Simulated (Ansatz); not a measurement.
One crystal and one scan (frozen-phonon scan) at two levels, PBE (plane waves to 420 eV, PAW, scalar-relativistic; Ansatz, a first-principles code) and r2SCAN (plane waves to 500 eV, PAW, scalar-relativistic; Ansatz), each from its own relaxed cell and on its own mesh. The cell shown is that of PBE.

Starting cell, Hf (hcp, Mg type):

```
CELL_PARAMETERS angstrom
      6.40825     0.00000     0.00000
     -1.60206     2.77485     0.00000
      0.00000     0.00000     5.06894
ATOMIC_POSITIONS crystal
  Hf 0.16667 0.66667 0.75000
  Hf 0.66667 0.66667 0.75000
  Hf 0.33333 0.33333 0.25000
  Hf 0.83333 0.33333 0.25000
```

The atoms are displaced by Q × the pattern below (from a DFPT mode at M = (0.5, 0.0, 0.0), largest move 1; Q in Å), at fixed cell. (q is in reciprocal vectors of the primitive cell; the cell shown is doubled to hold the pattern.)

```json
[
 {"atom": "Hf1", "x": "-0.866", "y": "-0.500", "z": "0.000"},
 {"atom": "Hf2", "x": "0.866", "y": "0.500", "z": "0.000"},
 {"atom": "Hf3", "x": "-0.866", "y": "-0.500", "z": "0.000"},
 {"atom": "Hf4", "x": "0.866", "y": "0.500", "z": "0.000"}
]
```

Hf is run without spin polarisation. Hf was relaxed with its symmetry unable to fall. Spin-orbit coupling is left out, though Hf is heavy. The PAW data are Ansatz's earlier set. With partly filled bands, energies and forces of such displacements shift with the k mesh and the smearing. Percentages come from the unrounded values. Both scans cover Q from -0.180 to 0.180 Å.

```json
[
 {"quantity": "Lattice constant a (Å)", "PBE": "3.204", "r2SCAN": "3.198", "PBE − r2SCAN": "+0.006 (+0.2 %)"},
 {"quantity": "Lattice constant c (Å)", "PBE": "5.069", "r2SCAN": "5.047", "PBE − r2SCAN": "+0.022 (+0.4 %)"},
 {"quantity": "Relaxed volume (Å³/atom)", "PBE": "22.53", "r2SCAN": "22.35", "PBE − r2SCAN": "+0.18 (+0.8 %)"},
 {"quantity": "Energy at Q = 0.180 Å (meV/cell)", "PBE": "707", "r2SCAN": "767", "PBE − r2SCAN": "-60 (-7.9 %)"},
 {"quantity": "Harmonic wavenumber from the curvature (finite differences) (cm⁻¹ (negative: imaginary))", "PBE": "135", "r2SCAN": "141", "PBE − r2SCAN": "-6 (-4 %)"}
]
```

PBE gives the higher value for: lattice constant c; relaxed volume. PBE gives the lower value for: energy at Q = 0.180 Å; harmonic wavenumber from the curvature. They agree on: lattice constant a (within 0.2 %). Both give the same space group of the distorted cell: Pmma (No. 51), lowered from P6_3/mmc.

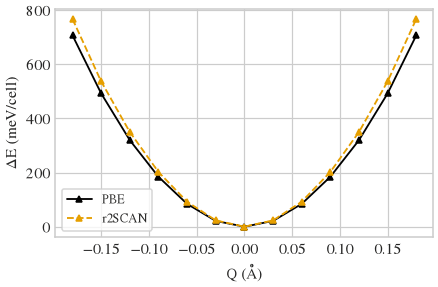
Figure: ΔE, each from the undisplaced structure of its own level.

(A displaced cell: forces are minus the slopes of the energy, force constants its curvatures, and phonons follow from these.)
